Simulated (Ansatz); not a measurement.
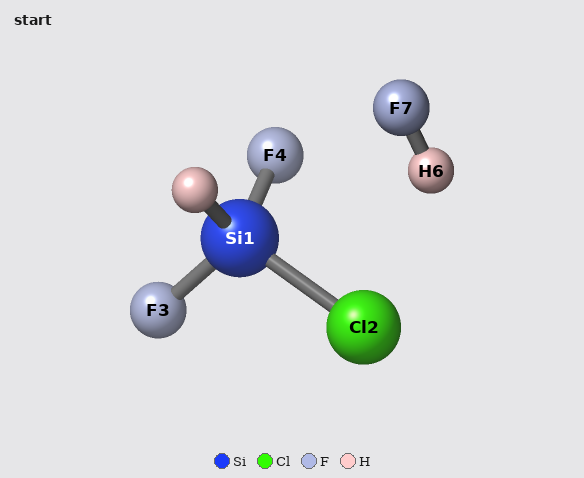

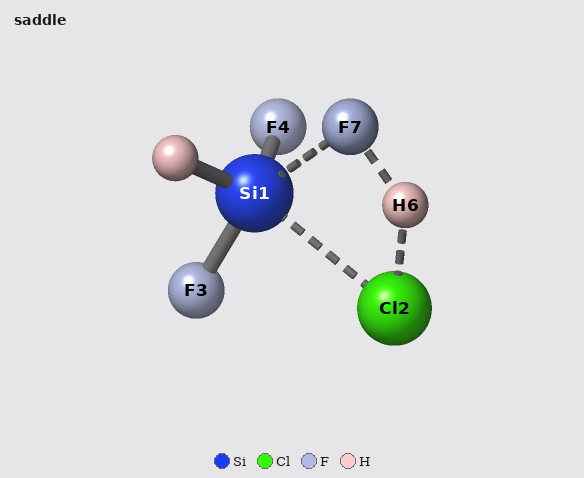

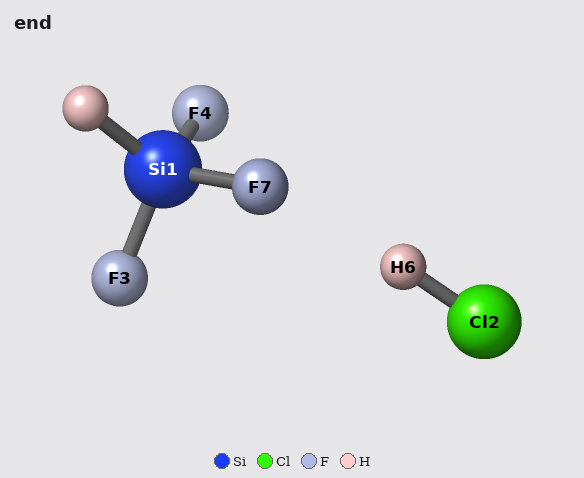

A saddle point and the two end points reached downhill from it. Broken sticks mark bonds that form or break. Charge 0, singlet. Geometries: PBE0-D4/def2-TZVP; all other levels are single points on them, and energies count from the start as drawn. Program: Ansatz 0.2.0. In CBS estimates cores are frozen, and CCSD(T) − MP2 is taken in the smaller basis.

Which bonds form and which break from start to end?

Formed: Si1–F7, Cl2–H6; broken: Si1–Cl2, H6–F7. At the saddle point Si1···F7 is 1.80 Å, Cl2···H6 is 1.46 Å, Si1···Cl2 is 2.38 Å, H6···F7 is 1.24 Å.

Give the electronic barrier and the reaction energy from start to end in kJ/mol (no zero-point energy) with CCSD(T)/CBS (MP2 limit from def2-TZVPP and def2-QZVPP plus CCSD(T) − MP2); B3LYP-D4/6-31G; ωB97X-V/def2-TZVPP; PBE-D4/def2-SVP.

```tsv
level	barrier	reaction energy
CCSD(T)/CBS (MP2 limit from def2-TZVPP and def2-QZVPP plus CCSD(T) − MP2)	125.5	−51.7
B3LYP-D4/6-31G	92.3	−42.3
ωB97X-V/def2-TZVPP	117.3	−49.6
PBE-D4/def2-SVP	69.3	−36.5
```
